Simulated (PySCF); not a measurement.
| atom | x (Å) | y (Å) | z (Å) |
| --- | --- | --- | --- |
| O | 2.3692 | -1.2170 | -0.3149 |
| C | 1.9450 | -0.1037 | -0.1426 |
| O | 2.5105 | 1.0339 | -0.0387 |
| C | 0.4754 | -0.0943 | -0.0336 |
| C | -0.7236 | -0.2038 | 0.0402 |
| C | -2.1817 | -0.1373 | 0.1537 |
| F | -2.7460 | 0.5797 | -0.8108 |
| F | -2.5918 | 0.3154 | 1.3326 |
| H | 3.4878 | 1.0370 | -0.1097 |
| H | -2.5360 | -1.2053 | 0.0474 |

Geometry: GFN2-xTB.

Method: UKS B3LYP, pcH-1 on C F H O, non-relativistic, mean-field spin-orbit, GIAO in PySCF.

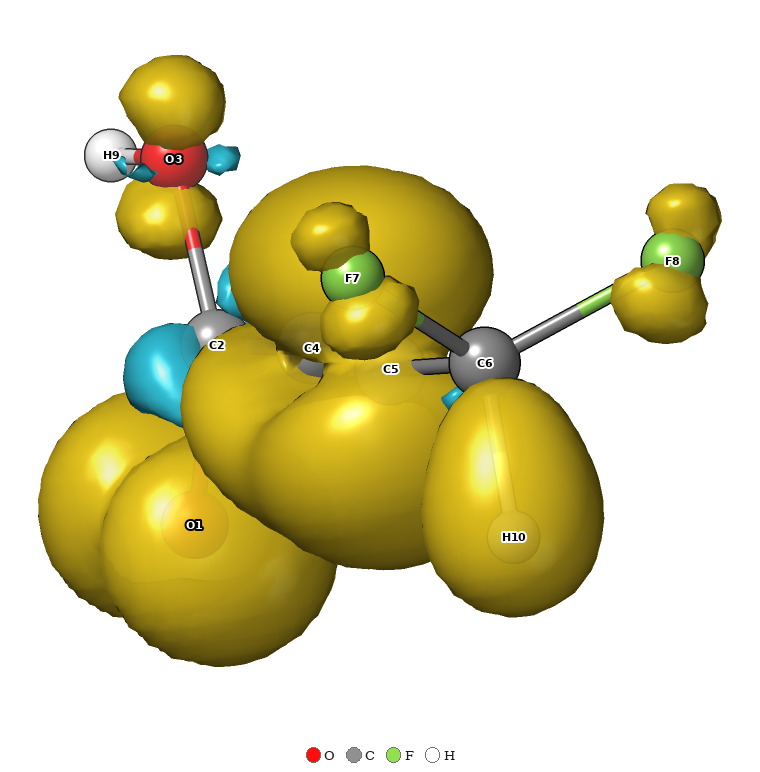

C₄H₂F₂O₂ (charge +1, doublet). Isosurfaces of the spin density at +0.02 (yellow) and −0.02 e/Å³ (cyan), seen at an oblique angle.

Describe the spin distribution.

Answer. The unpaired spin (1 electron) lies mostly on O1 (about 0.4), C5 (about 0.3) and C4 (about 0.2), in electrons by Hirshfeld's partition.
